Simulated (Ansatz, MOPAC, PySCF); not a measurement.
CH4O (SMILES CO) and H4OSi (SMILES O[SiH3]) are pulled apart as rigid monomers along the line of their centres of mass, from the B3LYP-D3(BJ)/def2-TZVP minimum. Starting geometry (charge 0, multiplicity 1):
```csv
atom,x (Å),y (Å),z (Å)
C,-0.0629,0.0915,0.1839
O,-0.9976,0.3478,1.2362
H,-0.1007,-0.9507,-0.1428
H,0.9253,0.2959,0.5903
H,-0.2389,0.7514,-0.6690
H,-1.8898,0.1680,0.9225
O,-0.0573,-1.0312,3.4465
Si,1.0372,-0.2371,4.3755
H,-0.4782,-0.5404,2.7168
H,2.1273,0.3598,3.5569
H,1.6196,-1.2311,5.3026
H,0.4242,0.8621,5.1654
```

Interaction energies with rigid monomers; basis-set methods are counterpoise corrected unless marked otherwise.

Frozen-core correlation. Rows in 6-31G*, STO-3G carry no dispersion term and start afresh at each structure (6-31G* with six Cartesian d functions). MP2/6-31G* freezes PySCF's default core. The state that PM6 reach isn't checked.

The values were computed with Ansatz (Gaussian orbitals); MOPAC for PM6 (differences of heats of formation); PySCF for 6-31G* rows, STO-3G rows, the dispersion terms. Values without a source in brackets are computed.

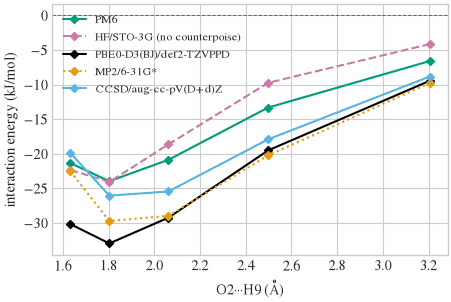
Figure. Interaction energy against separation

**Question.** Which level binds most strongly at O2···H9 = 1.80, and by how much?

**Answer.** PBE0-D3(BJ)/def2-TZVPPD, -33 kJ/mol.

Ansatz is a quantum-chemistry and plane-wave program.
